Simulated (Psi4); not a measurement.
# [B2H7]−: HF/cc-pVDZ (sweep point 1)

What is the energy change on altering one bond length of [B2H7]− at HF/cc-pVDZ (sweep point 1)? 

The calculation is run with Psi4 1.11.

### Step 1. The structure to begin with

The species is [B2H7]− (9 atoms), meant as a singlet with charge -1. The coordinates come from a GFN2-xTB relaxation.

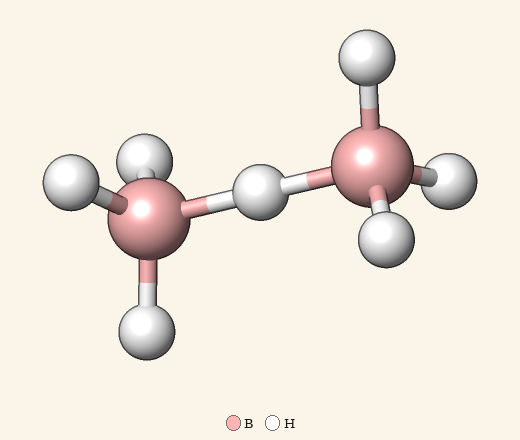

Viewed from a chosen angle; boron pink, hydrogen white.

### Step 2. A single-point energy at HF/cc-pVDZ (sweep point 1)

The input, b2h7.dat:

```
memory 1600 MB

molecule {
  -1 1
  B      0.998980     0.432440    -0.745020
  H     -0.001410     0.003060     0.001110
  B     -0.997930    -0.431900     0.744300
  H      0.693930     1.535020    -1.106020
  H      1.967190     0.430160    -0.036430
  H      1.091060    -0.342710    -1.656210
  H     -1.902880    -0.657850    -0.011110
  H     -1.250220     0.453020     1.515040
  H     -0.598710    -1.421240     1.294350
  symmetry c1
}

set {
  basis cc-pVDZ
  puream true
  scf_type pk
}

e = energy("hf")
```

The run is started by

```
$ psi4 -i b2h7.dat -o b2h7.out -n 1
```

b2h7.out:

```text
[...]
  Running in c1 symmetry.
[...]
  Nuclear repulsion =   31.711539736682294
[...]
  Multiplicity = 1
[...]
  Nalpha       = 9
  Nbeta        = 9
[...]
    Number of basis functions: 63
[...]
   @RHF iter   1:   -53.33974134355325   -9.71929e-01   3.97573e-03 ADIIS/DIIS
[...]
   @RHF iter   6:   -53.39864793857433   -1.93165e-07   6.68260e-07 DIIS
[...]
    Orbital Energies [Eh]
    ---------------------
    Doubly Occupied:
       1A     -7.374569     2A     -7.374125     3A     -0.560499
       4A     -0.470997     5A     -0.267693     6A     -0.267603
       7A     -0.266727     8A     -0.247862     9A     -0.247790
[...]
  @RHF Final Energy:   -53.39864793857433
   => Energetics <=
    Nuclear Repulsion Energy =             31.7115397366822940
    One-Electron Energy =                -136.0646567871086177
    Two-Electron Energy =                  50.9544691118519921
    Total Energy =                        -53.3986479385743280
[...]
 Multipole Moments:
 ------------------------------------------------------------------------------------
     Multipole            Electronic (a.u.)      Nuclear  (a.u.)        Total (a.u.)
 ------------------------------------------------------------------------------------
 L = 1.  Multiply by 2.5417464519 to convert [e a0] to [Debye]
 Dipole X            :          0.0091991           -0.0036593            0.0055397
 Dipole Y            :          0.0051523           -0.0018859            0.0032664
 Dipole Z            :         -0.0066853            0.0025223           -0.0041630
 Magnitude           :                                                    0.0076608
[...]
```

Run time: 1.6 s. Hardware: 1 thread of Intel Xeon 6975P-C (Granite Rapids), shared host; peak memory 0.23 GiB.

### Step 3. The distorted shape

The input, calc.dat:

```
memory 1600 MB

molecule m {
  -1 1
  B      1.451459     0.545416    -0.367312
  H      0.451069     0.116036     0.378818
  B     -0.545451    -0.318924     1.122008
  H      1.146409     1.647996    -0.728312
  H      2.419669     0.543136     0.341278
  H      1.543539    -0.229734    -1.278502
  H     -1.902880    -0.657850    -0.011110
  H     -0.797741     0.565996     1.892748
  H     -0.146231    -1.308264     1.672058
  units angstrom
  symmetry c1
}

set {
  basis cc-pVDZ
  puream true
  scf_type pk
}

energy("hf")
```

The run is started by

```
$ psi4 -n 1 calc.dat calc.out
```

calc.out:

```text
[...]
  Running in c1 symmetry.
[...]
  Nuclear repulsion =   30.686034910292520
[...]
  Multiplicity = 1
[...]
  Nalpha       = 9
  Nbeta        = 9
[...]
    Number of basis functions: 63
[...]
   @RHF iter   1:   -53.28064034454280   -1.08187e+00   3.82685e-03 ADIIS/DIIS
[...]
   @RHF iter   7:   -53.34379585522816   -8.28831e-08   9.75922e-07 DIIS
[...]
    Orbital Energies [Eh]
    ---------------------
    Doubly Occupied:
       1A     -7.442926     2A     -7.388785     3A     -0.570249
       4A     -0.473170     5A     -0.290413     6A     -0.288228
       7A     -0.270707     8A     -0.264703     9A     -0.181316
[...]
  @RHF Final Energy:   -53.34379585522816
   => Energetics <=
    Nuclear Repulsion Energy =             30.6860349102925198
    One-Electron Energy =                -133.7187156777508790
    Two-Electron Energy =                  49.6888849122302005
    Total Energy =                        -53.3437958552281586
[...]
 Multipole Moments:
 ------------------------------------------------------------------------------------
     Multipole            Electronic (a.u.)      Nuclear  (a.u.)        Total (a.u.)
 ------------------------------------------------------------------------------------
 L = 1.  Multiply by 2.5417464519 to convert [e a0] to [Debye]
 Dipole X            :          1.0576146           -0.3548307            0.7027839
 Dipole Y            :          0.2878961           -0.0895672            0.1983288
 Dipole Z            :          0.6828003           -0.2906189            0.3921814
 Magnitude           :                                                    0.8288823
[...]
```

It took 1.5 s on 1 thread of Intel Xeon 6975P-C (Granite Rapids), shared host; peak memory 0.24 GiB.

### Step 4. Outcome

Level: HF/cc-pVDZ (sweep point 1).

| quantity | value |
| --- | --- |
| first shape: total energy | -53.39865 Eh |
| first shape: HOMO energy | -6.74 eV |
| first shape: LUMO energy | 9.36 eV |
| first shape: HOMO–LUMO gap (to an unbound level, set by the basis) | 16.10 eV |
| distorted shape: total energy | -53.34380 Eh |
| distorted shape: HOMO energy | -4.93 eV |
| distorted shape: LUMO energy | 8.83 eV |
| distorted shape: HOMO–LUMO gap (to an unbound level, set by the basis) | 13.76 eV |
| energy change with the B3–H7 bond stretched from 1.200 to 1.800 Å | 1.493 eV |

What this shows: With the B3–H7 bond stretched from 1.200 to 1.800 Å the energy rises by 1.49 eV (144 kJ/mol). The first shape isn't relaxed at this level, so the change isn't measured from a minimum.
